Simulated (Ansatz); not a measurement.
## Electronic structure of F2H3Si2 (SMILES F[Si-](F)[SiH3]) (charge −1) in real space

```yaml
atoms:
  - { symbol: F, position_ang: [-0.0743, -1.1172, 1.3688] }
  - { symbol: F, position_ang: [2.4788, -0.9430, 1.6528] }
  - { symbol: Si, position_ang: [1.2725, -0.4582, 0.5285] }
  - { symbol: Si, position_ang: [1.5731, -2.3959, -0.9872] }
  - { symbol: H, position_ang: [1.6108, -3.8143, -0.4464] }
  - { symbol: H, position_ang: [2.8472, -2.3041, -1.8046] }
  - { symbol: H, position_ang: [0.5065, -2.4648, -2.0631] }
```

Geometry: r2SCAN-D4/def2-SVPD.

Computed with isolated molecule in a Gaussian basis; Kohn-Sham density functional theory, functional PBE0 in Ansatz 0.2.0.

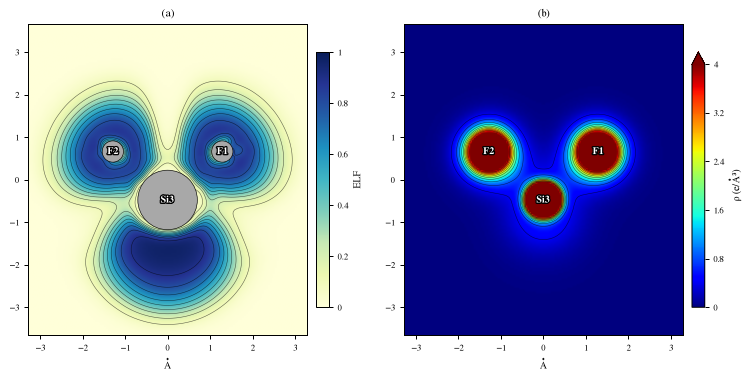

Figure 1. (a) ELF; (b) electron density on the plane of atoms F1, Si3 and F2. Grey discs cover the atomic cores in the ELF map.

**What do the fields say about this system?**

- The section cuts through F and Si sites.
- Si–F (1.72 Å): ρ at the midpoint is about 0.89 e/Å³; the ELF peaks at about 0.85 in the valence shell of F, 0.6 Å from its nucleus, and is about 0.55 at the midpoint.
- The ELF also peaks beside Si3, F2 and F1, away from the bonds: lone-pair regions.

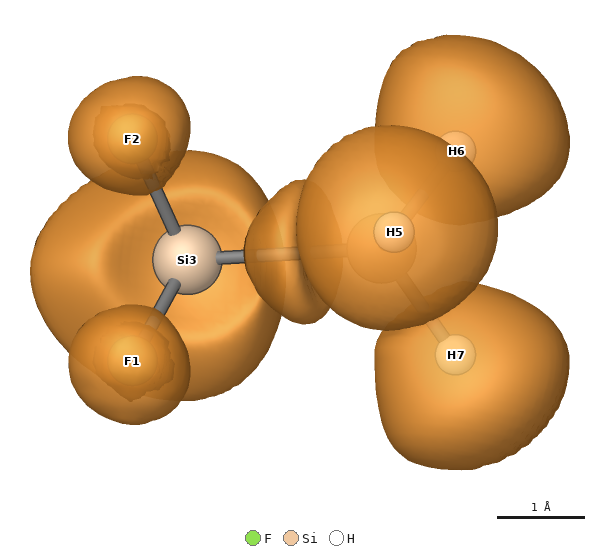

Figure 2. Isosurface of the ELF at 0.8 (orange), seen at a tilt. Only the valence region is drawn (cores and ρ < 0.01 e/Å³ removed).

**Identify the bonds, lone pairs and shells in this picture.**

At this value the surface marks out one region between bonded Si–Si atoms (shared pairs), three regions around hydrogen nuclei, one lobe on Si, pointing away from the bonds (lone pairs) and two regions wrapped around F (its lone pairs, merged into a ring or cap).


 Si–Si (2.48 Å): the ELF peaks at about 1 between the atoms: localised, covalent bonding.

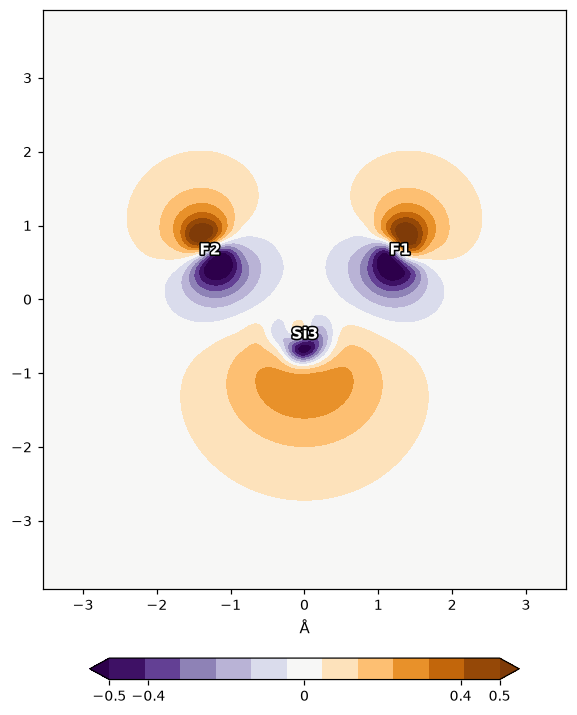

Figure 3. The HOMO−1 on the plane of atoms F1, Si3 and F2 (values in Å⁻³ᐟ²; the overall sign is arbitrary).

**Where does this orbital lie, and at what energy?**

By Hirshfeld shares it lies mainly on Si3 (about 40 %), Si4 (about 25 %), F2 (about 10 %) and F1 (about 10 %). Its energy is −4.01 eV.
